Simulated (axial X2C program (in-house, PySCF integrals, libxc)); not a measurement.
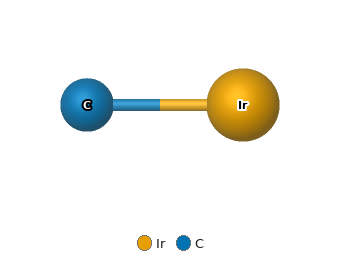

*The molecule at the reference distance of 1.642 Å.*

**Relativistic diatomic calculation for IrC⁻**

- system: IrC⁻, single determinant with M_S = 0 and |Λ| = 0.
- method: HF, spin-free X2C-1e, Ir dyall-acv3z, C dyall-av3z (cores contracted) (axial X2C program (in-house, PySCF integrals, libxc))

## Input file
```
{"zs": [77, 6], "q": -1, "bas": ["dyall-acv3z", "dyall-av3z"], "levels": ["PBE0", "HF", "PBE50"], "cc": true, "r0": 1.82, "thr": -2.0, "nmax": 90, "npts": 10, "nst": 2, "ntry": 6}
```

The line is the task of a batch: nuclear charges, charge, bases, the levels to run, a first guess of the distance and further settings. This report covers HF without spin-orbit coupling. The log is that of the reference distance 1.642 Å.

Hardware: 1 thread of Arm Neoverse V2, 24 GiB of memory available, shared host.

The run was one of a batch that the task file lists, launched with:
```bash
python <driver script> task.json out
```

## The program's output
```
spin-free X2C-1e  HF
basis functions 245  fitting functions 1225  grid points 5073
iter        total energy     max residual
   1     -17861.925990387     1.09e+00
   2     -17861.967212521     1.57e-02
   3     -17861.967872784     8.94e-02
   4     -17861.969789712     2.60e-02
   5     -17861.969935733     1.14e-02
   6     -17861.970075658     3.05e-03
   7     -17861.970097234     7.45e-04
   8     -17861.970106092     5.20e-04
   9     -17861.970107759     8.20e-05
  10     -17861.970108193     3.73e-05
  11     -17861.970108291     2.48e-05
  12     -17861.970108310     5.94e-06
  13     -17861.970108312     2.59e-06
converged
one-electron -24818.03409444  Coulomb 7159.93266181  exact exchange -352.76019301  xc functional 0.00000000  nuclear repulsion 148.89151732
correlated 14  virtual 310  natural virtual 88  E(MP2) -0.619992248  MP2 remainder -0.048950047
iter   CCSD correlation   residual
   1     -0.439559835   4.28e-01
   2     -0.488747616   2.18e-01
   3     -0.493883351   4.40e-02
   4     -0.494547569   1.80e-02
   5     -0.495091912   6.28e-03
   6     -0.495051407   2.03e-03
   7     -0.495002714   8.85e-04
   8     -0.495012380   3.68e-04
   9     -0.495026983   1.54e-04
  10     -0.495019637   4.78e-05
  11     -0.495022553   2.01e-05
  12     -0.495022238   5.33e-06
  13     -0.495022102   2.20e-06
  14     -0.495022057   9.37e-07
  15     -0.495022038   3.08e-07
(T) -0.03568386057976194  T1 0.0444  D1 0.0734  max T2 0.089
```

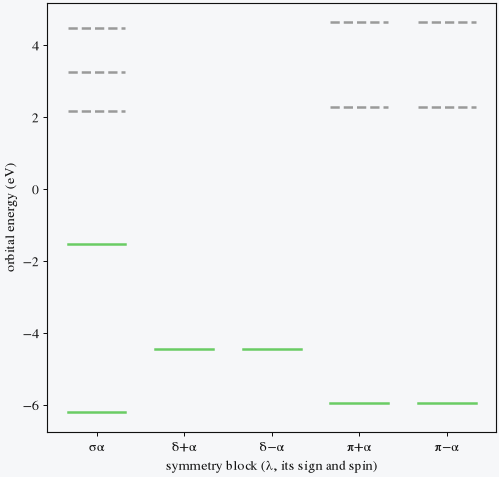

*Orbital energies near the frontier at 1.64 Å, filled (solid) and empty (dashed); a label such as π−α means λ = −1 and α spin, and the β levels equal the α ones.*

The highest filled orbital (σα; 49 % Ir s, 25 % C p) lies at −1.52 eV, the lowest empty one (σα; 97 % Ir p) at 2.16 eV.

## Outcome

| quantity | value |
| --- | --- |
| outcome | not converged in a step after the SCF shown |
| wall time | 3.1 s |
| peak memory | 0.91 GiB |

## What went wrong

The SCF whose log is shown converged, but a later step did not. The run therefore gave no full result. Hartree–Fock lacks correlation, so it usually binds too weakly.
